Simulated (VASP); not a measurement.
Band structure of HgS (zinc blende). These are PBE GGA, VASP's PBE PAW potentials (set 64) (plane waves; VASP) values and carry that method's errors.

Unless said otherwise, spin-orbit coupling is left out, though it shifts the bands of the heavy elements here.

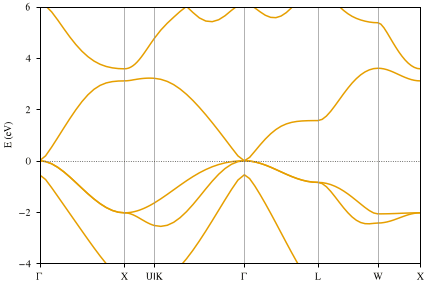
Figure. Bands along high-symmetry lines, zero at the valence-band maximum or, without a gap, the Fermi level

Q: Read the plot: is there a gap, and where are the band edges?

A: It has no gap at this level: it comes out as a metal or semimetal. (Edges off the drawn lines would not show.)

The compound is HgS in the zinc blende structure, metacinnabar; cinnabar is the stable form. It was relaxed first, which changed the volume by +8 %.
